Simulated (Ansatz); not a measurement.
# C3H5F (SMILES C=CCF) at wB97M-V/def2-SVP

What is the electronic atomisation energy of C3H5F at wB97M-V/def2-SVP? 

The calculation is run with Ansatz 0.2.0.

52 further runs of the same task are left out: 52 set aside as unsound or not needed.

### 1 The structure to begin with

The species is C3H5F (9 atoms), meant as a singlet with charge 0. SMILES: `C=CCF`. Geometry: relaxed at PBE0-D4/def2-TZVP. This is one conformer, not always the lowest.

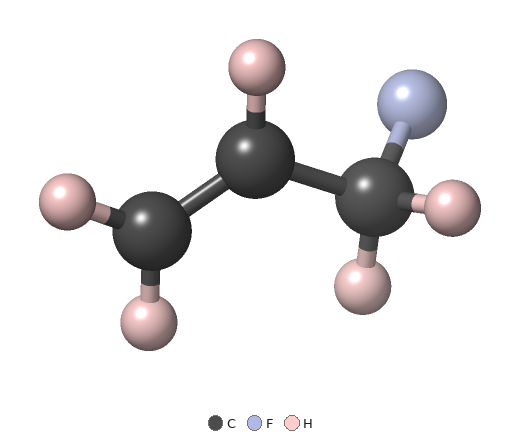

The structure, seen from a chosen angle (carbon dark grey, fluorine light blue, hydrogen pink).

### 2 A single-point energy at wB97M-V/def2-SVP

The input, job.yaml:

```yaml
basis:
  gaussian: {orbitals: def2-SVP}
crystal:
  periodic: [false, false, false]
  atoms:
    - {symbol: C, position_ang: [-0.578000, 1.122500, -0.608000]}
    - {symbol: C, position_ang: [0.352500, 0.215400, -0.353400]}
    - {symbol: C, position_ang: [0.200500, -0.852800, 0.668500]}
    - {symbol: F, position_ang: [0.430500, -2.098200, 0.102300]}
    - {symbol: H, position_ang: [-0.422500, 1.909200, -1.336700]}
    - {symbol: H, position_ang: [-1.531700, 1.114000, -0.089100]}
    - {symbol: H, position_ang: [1.299800, 0.230700, -0.886500]}
    - {symbol: H, position_ang: [0.929800, -0.730800, 1.477200]}
    - {symbol: H, position_ang: [-0.806800, -0.852300, 1.094700]}
hamiltonian: {xc: {name: wB97M-V}}
accuracy: high
output: {orbitals: {seedname: orbitals}}
```

The run is started by

```sh
$ ansatz run job.yaml --threads 1 --pin off --max-ram 3480MiB --events-out events.jsonl --progress --plain --runs-dir runs
```

Output:

```text
Warning: RAYON_NUM_THREADS=1 ignored (pool sized by the plan → 1); use --threads N
Functional definition: wB97M-V
  name "wB97M-V"
  parameter omega = 0.3/bohr
  parameter cx = 0.15
  parameter cx01 = 1.007
  parameter cx10 = 0.259
  parameter css00 = 0.443
  parameter css04 = -1.437
  parameter css10 = -4.535
  parameter css20 = -3.390
  parameter css43 = 4.278
  parameter cos00 = 1.000
  parameter cos10 = 1.358
  parameter cos20 = 2.924
  parameter cos21 = -8.812
  parameter cos60 = -1.390
  parameter cos61 = 9.142
  parameter b = 6.0
  parameter c = 0.01
  gx(w, u) = 1 - cx + cx01*u + cx10*w
  gss(w, u) = css00 + css04*u^4 + css10*w + css20*w^2 + css43*w^4*u^3
  gos(w, u) = cos00 + cos10*w + (cos20 + cos21*u)*w^2 + (cos60 + cos61*u)*w^6
  exchange = spin_sum(e_x_unif_sr(omega)*gx(b97_w, b97_u_x)) + cx*exact_x_sr(omega) + exact_x_lr(omega)
  correlation = spin_sum(e_c_pw_mod_same_spin*gss(b97_w, b97_u_same))
      + integral(e_c_pw_mod_opposite_spin*gos(b97_w_opposite, b97_u_opposite)) + vv10(b, c)
1938 factors; integrals over basis functions are off by at most 3.5e-9 eV
314 factors; integrals over basis functions are off by at most 2.3e-9 eV
mean field evaluation 1: about -5899.3787 eV, gradient 3.0e1 eV
mean field evaluation 2: about -5900.6582 eV, gradient 2.0e1 eV
mean field evaluation 4: about -5901.4440 eV, gradient 1.3e0 eV
mean field evaluation 8: about -5901.4486 eV, gradient 1.9e-2 eV
mean field evaluation 16: about -5901.4486 eV, gradient 3.3e-6 eV
mean field -5901.44859198 eV, -216.8742356099 hartree, gradient 5.8e-8 eV, S^2 0.000000; 0 other end points of the search recorded, 0 dependent functions left out
reference -5901.44859569 eV, -216.8742357462 hartree; 16, 16 occupied and 65, 65 virtual orbitals, 1938 factors
Total energy: -5901.44859569 eV, -216.8742357462 hartree
```

It took 41 s on 1 thread of Arm Neoverse V2, shared host; peak memory 0.46 GiB.

### 3 The C atom

The input, input.yaml:

```yaml
basis:
  gaussian:
    orbitals: def2-SVP
crystal:
  periodic: [false, false, false]
  atoms:
    - {symbol: C, position_ang: [0.000000, 0.000000, 0.000000]}
magnetization:
  spin_polarized: true
  initial_magnetization: 2
hamiltonian:
  xc: {name: wB97M-V}
accuracy: high
```

The run is started by

```sh
$ ansatz run input.yaml --threads 1 --pin off --max-ram 3480MiB --events-out events.jsonl --progress --plain --runs-dir runs
```

Output (excerpt; [...] marks lines left out):

```text
Warning: RAYON_NUM_THREADS=1 ignored (pool sized by the plan → 1); use --threads N
[... 2 set-up lines as earlier in the session ...]
[...]
  gx(w, u) = 1 - cx + cx01*u + cx10*w
  gss(w, u) = css00 + css04*u^4 + css10*w + css20*w^2 + css43*w^4*u^3
  gos(w, u) = cos00 + cos10*w + (cos20 + cos21*u)*w^2 + (cos60 + cos61*u)*w^6
[...]
      + integral(e_c_pw_mod_opposite_spin*gos(b97_w_opposite, b97_u_opposite)) + vv10(b, c)
95 factors; integrals over basis functions are off by at most 1.9e-9 eV
55 factors; integrals over basis functions are off by at most 1.8e-9 eV
[...]
mean field -1028.57619483 eV, -37.7994779659 hartree, gradient 9.4e-8 eV, S^2 2.001813; 0 other end points of the search recorded, 0 dependent functions left out
reference -1028.57619676 eV, -37.7994780371 hartree; 4, 2 occupied and 10, 12 virtual orbitals, 95 factors
Total energy: -1028.57619676 eV, -37.7994780371 hartree
```

Wall time 1.6 s (1 thread of Arm Neoverse V2, shared host); peak memory 0.15 GiB.

### 4 The F atom at the same level

The input, job.yaml:

```yaml
crystal:
  periodic: [false, false, false]
  atoms:
    - {symbol: F, position_ang: [0.000000, 0.000000, 0.000000]}
basis:
  gaussian: {orbitals: def2-SVP}
magnetization: {spin_polarized: true, initial_magnetization: 1}
hamiltonian: {xc: {name: wB97M-V}}
accuracy: high
```

Run the same way, it converges to -99.61431 Eh (log not shown).

### 5 The H atom

The input, job.yaml:

```yaml
crystal:
  periodic: [false, false, false]
  atoms:
    - {symbol: H, position_ang: [0.000000, 0.000000, 0.000000]}
basis:
  gaussian: {orbitals: def2-SVP}
total_charge: 0
magnetization: {spin_polarized: true, initial_magnetization: 1}
hamiltonian: {xc: {name: wB97M-V}}
accuracy: high
```

Run the same way, it converges to -0.49171 Eh (log not shown).

### 6 What came out

Level: wB97M-V/def2-SVP.

| quantity | value |
| --- | --- |
| molecule: total energy | -216.87424 Eh |
| molecule: HOMO energy | -10.25 eV |
| molecule: LUMO energy | 2.25 eV |
| molecule: HOMO–LUMO gap | 12.50 eV |
| C atom: total energy | -37.79948 Eh |
| C atom: ⟨S²⟩ | 2.002 |
| F atom: total energy | -99.61431 Eh |
| F atom: ⟨S²⟩ | 0.751 |
| H atom: total energy | -0.49171 Eh |
| H atom: ⟨S²⟩ | 0.750 |
| electronic atomisation energy | 38.176 eV |

Taking the molecule apart into free atoms costs 38.18 eV (880 kcal/mol), before zero-point energy and without spin-orbit coupling.
